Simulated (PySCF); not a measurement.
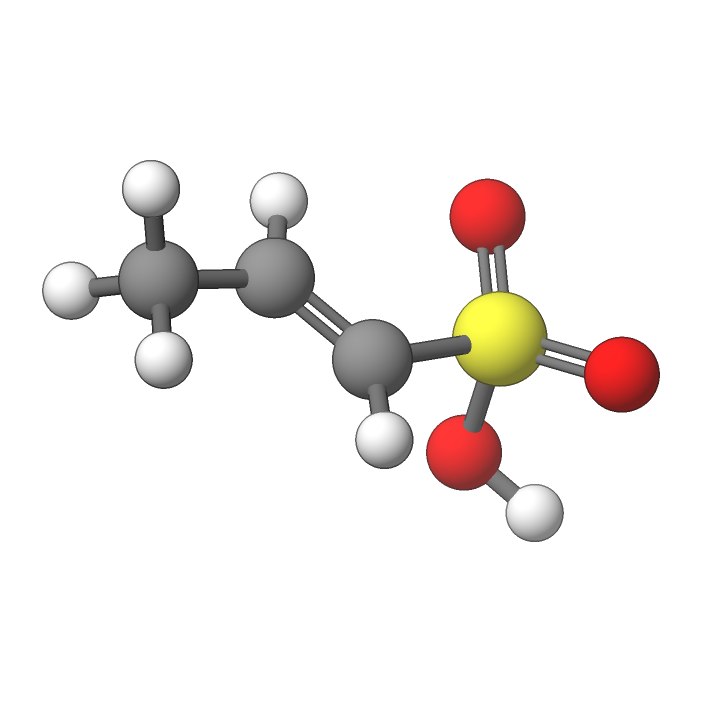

A ball-and-stick model of a molecule. Colours: carbon grey, sulfur yellow, oxygen red, hydrogen white.

The computed structure is the end point of a GFN2-xTB optimisation. No frequency run is at hand to confirm it as a minimum.

Give the formula.

Answer. C3H6O3S, 13 atoms: 3 carbon, 6 hydrogen, 3 oxygen and 1 sulfur.

Name functional groups in it.

Answer. Among them: alkene.

How many bonds of each kind are drawn?

Answer. 5 C–H, 3 O–S, 2 C–C, 1 C–S, 1 O–H.

The parts below concern this one geometry. Atoms keep their numbers from picture to picture.

## Shape

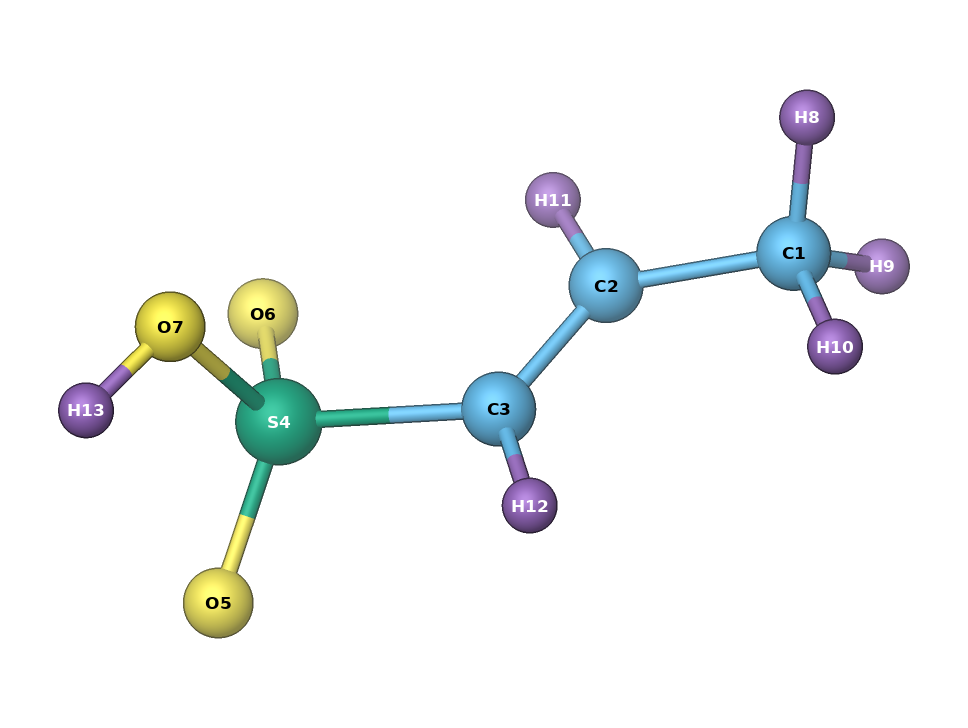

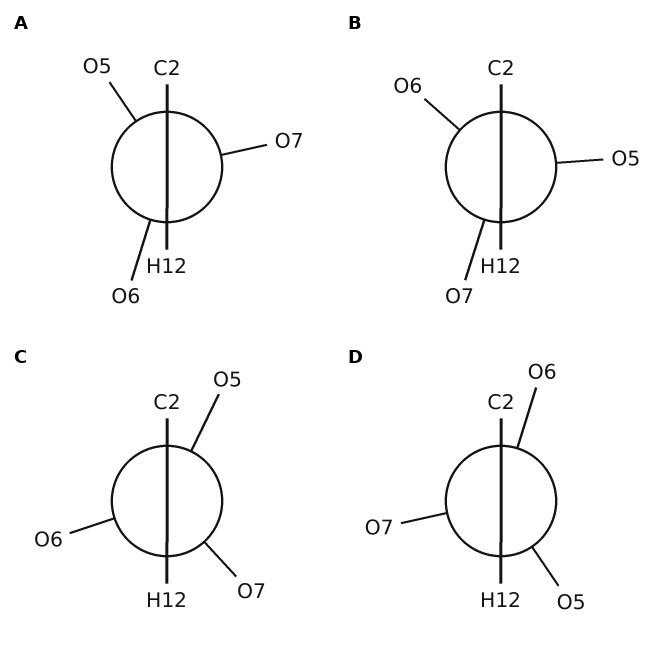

Depth is shown by fading: the farther an atom, the more it takes the colour of the background. Bonds that would overlap in a projection are set slightly apart. No frequency run is at hand to confirm it as a minimum.

Which Newman projection shows the view along C3–S4, with C3 in front?

Answer. D. The torsion angle C2–C3–S4–O7 is −103°, anticlinal.

## Excitation

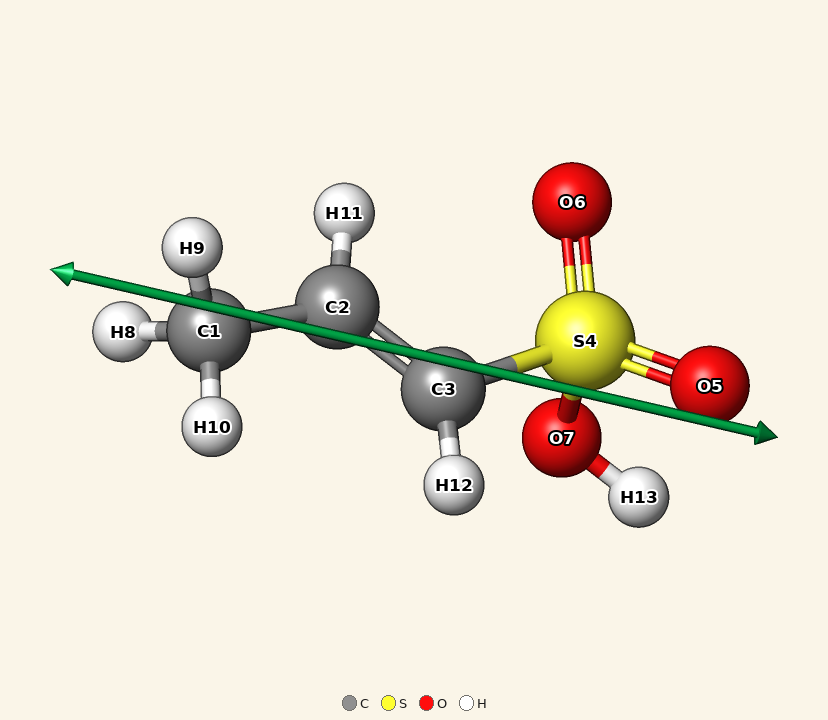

The double arrow shows the direction of the transition dipole to excited singlet state 2 (its length means nothing). No frequency run is at hand to confirm it as a minimum. Properties computed with TDDFT PBE0/def2-SVPD, vertical, gas phase, core orbitals frozen in the response (PySCF 2.14.0).

How is the transition polarised?

Answer. Close to the long direction C1···O5.

Give its energy, strength and character.

Answer. 6.81 eV (182 nm), oscillator strength 0.097, of mixed character, with the largest part HOMO−1 → LUMO (weight 0.43); transition dipole 1.94 D.

## NMR shielding

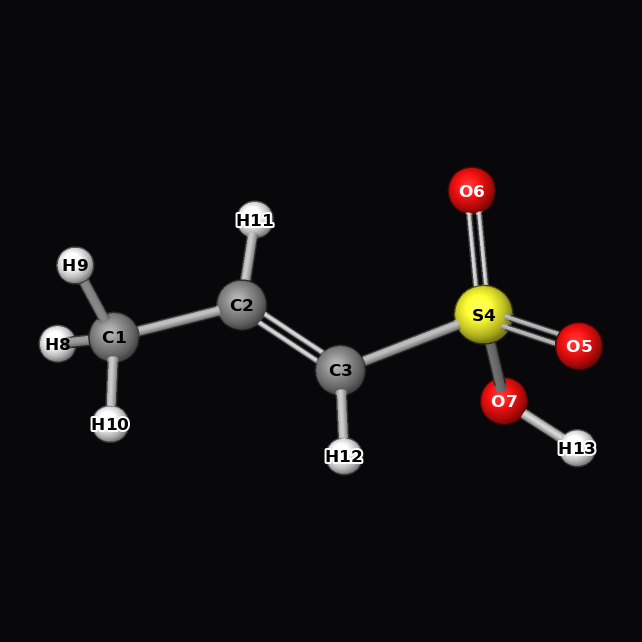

The questions are on isotropic NMR shieldings of the C atoms. No frequency run is at hand to confirm it as a minimum. Method: GIAO PBE0/pcSseg-1 NMR shielding, non-relativistic, gas phase (PySCF 2.14.0).

Give the isotropic NMR shieldings of the C atoms atom by atom.

```json
{"atom": "C1", "σ (ppm)": "167.0"}
{"atom": "C2", "σ (ppm)": "34.0"}
{"atom": "C3", "σ (ppm)": "50.7"}
```

## Polarisability

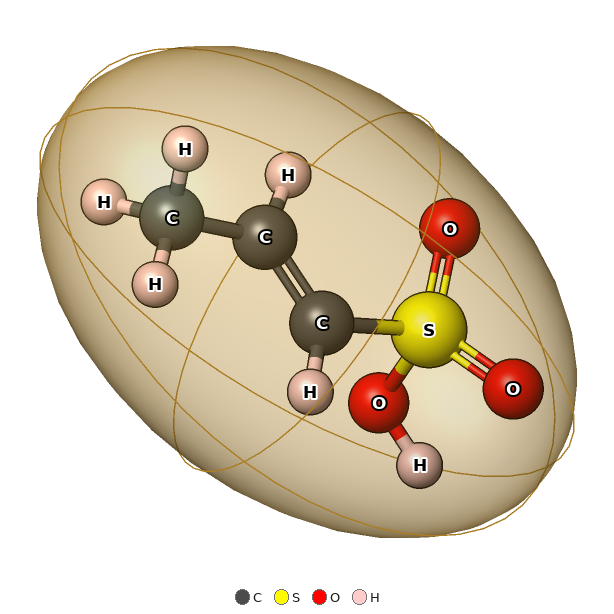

The ellipsoid shows the static dipole polarisability: its half-axes are proportional to the principal values. No frequency run is at hand to confirm it as a minimum. Method: PBE0/def2-SVPD (PySCF 2.14.0).

How large and how anisotropic is the polarisability?

Answer. Principal values 54.5, 60.1, 89.4 bohr³; mean 68.0 bohr³ (10.08 Å³); anisotropy 32.5 bohr³, so the longest axis is 1.64 times the shortest.

## Quadrupole coupling

No frequency run is at hand to confirm it as a minimum. Electric field gradients from the ground-state density, PBE0/pcSseg-1 (PySCF 2.14.0), non-relativistic apart from any core potentials.

Give the largest field-gradient component, the quadrupole coupling constant and the asymmetry for 33S at S4 (Q = −67.81 mb), 17O at O5 (Q = −25.6 mb), 17O at O6 (Q = −25.6 mb), 17O at O7 (Q = −25.6 mb), 2H at H8 (Q = 2.86 mb), 2H at H9 (Q = 2.86 mb).

| atom | V_zz (a.u.) | e²qQ/h (MHz) | η |
| --- | --- | --- | --- |
| S4 | 0.990 | −15.77 | 0.16 |
| O5 | 1.326 | −7.97 | 0.12 |
| O6 | 1.273 | −7.66 | 0.09 |
| O7 | 1.747 | −10.51 | 0.88 |
| H8 | 0.310 | 0.209 | 0.03 |
| H9 | 0.311 | 0.209 | 0.03 |
